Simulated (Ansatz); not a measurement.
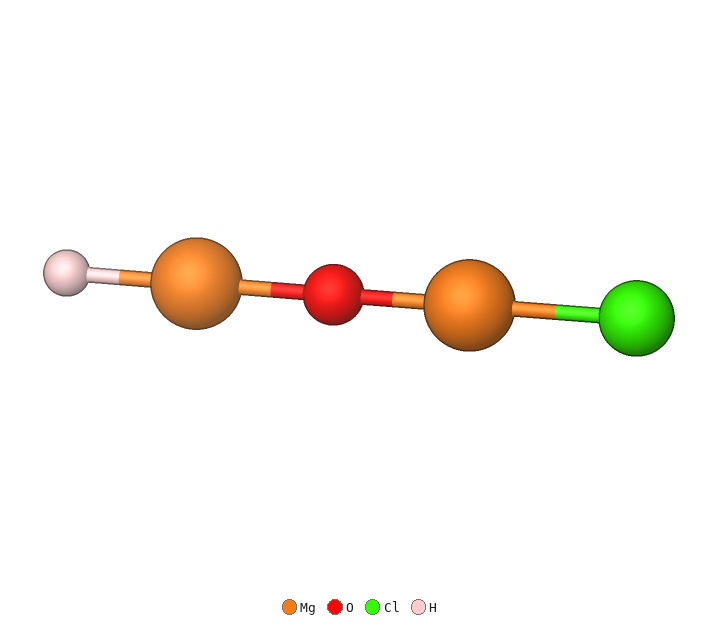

Every bond is drawn as one stick, whatever its order.

The geometry was computed by an optimisation with PBE0-D4/def2-TZVP. No frequency run is at hand to confirm it as a minimum.

Which formula does it have?

ClHMg₂O, 5 atoms: 1 chlorine, 1 hydrogen, 2 magnesium and 1 oxygen.

How many sets of symmetry-equivalent atoms are there?

5: 1 Mg, 1 O, 1 Mg, 1 Cl, 1 H.

How many bonds of each kind are drawn?

2 Mg–O, 1 Cl–Mg, 1 Mg–H. Sticks follow a distance rule.

What is the point group of this geometry?

C∞v.

The parts below concern this one geometry. Atoms keep their numbers from picture to picture.

### Charges

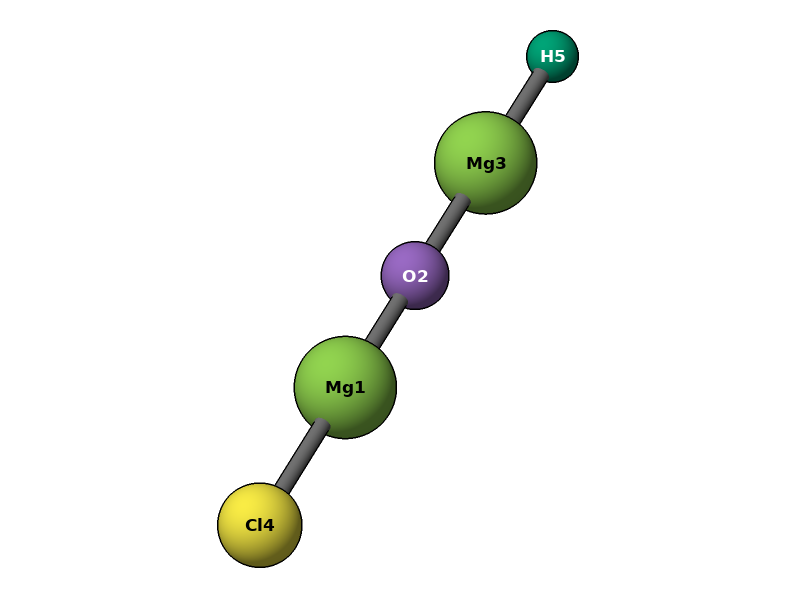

The questions are on Mulliken charges. No frequency run is at hand to confirm it as a minimum. Method: RKS PBE0-D4/def2-TZVP (Ansatz 0.2.0).

Which atom carries the highest charge (most positive or least negative)?

Mg1 (0.91 e).

And the lowest?

O2 (−0.92 e).

List the Mulliken charges.

| atom | value (e) |
| --- | --- |
| Mg1 | 0.91 |
| O2 | −0.92 |
| Mg3 | 0.62 |
| Cl4 | −0.47 |
| H5 | −0.15 |

### Electronic properties

No frequency run is at hand to confirm it as a minimum. Method: RKS PBE0-D4/def2-TZVPP (Ansatz 0.2.0).

Computed properties:

- HOMO energy (Kohn–Sham orbital): −7.73 eV
- LUMO energy (Kohn–Sham orbital): −1.44 eV
- HOMO–LUMO gap: 6.29 eV

### Dipole moment

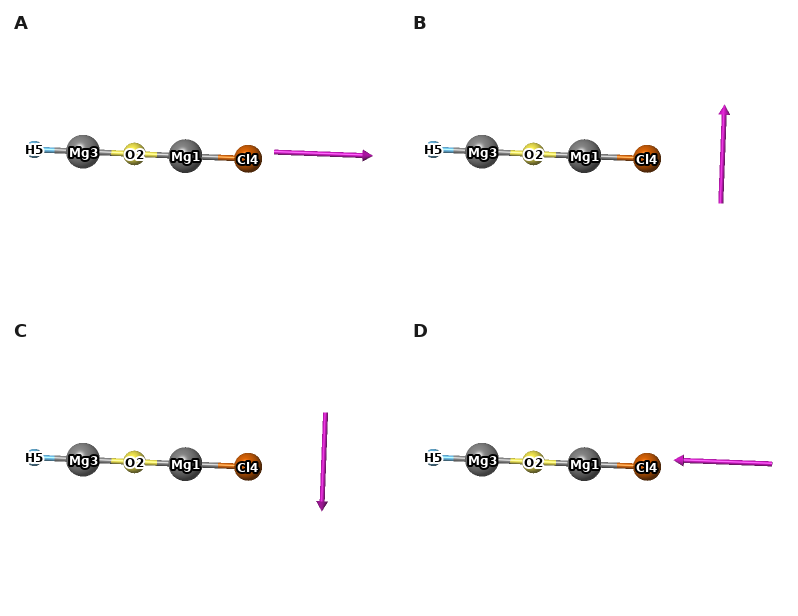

The same molecule four times, each with an arrow. No frequency run is at hand to confirm it as a minimum. Properties computed with RKS PBE0-D4/def2-TZVP (Ansatz 0.2.0).

Which arrow points along the dipole moment, from the negative to the positive end?

D. The dipole moment is 1.68 D; it points from the side of Cl4 to the side of H5 (the outermost atoms at the two ends).

Mulliken values depend strongly on the basis set and can even reverse the polarity of a bond.
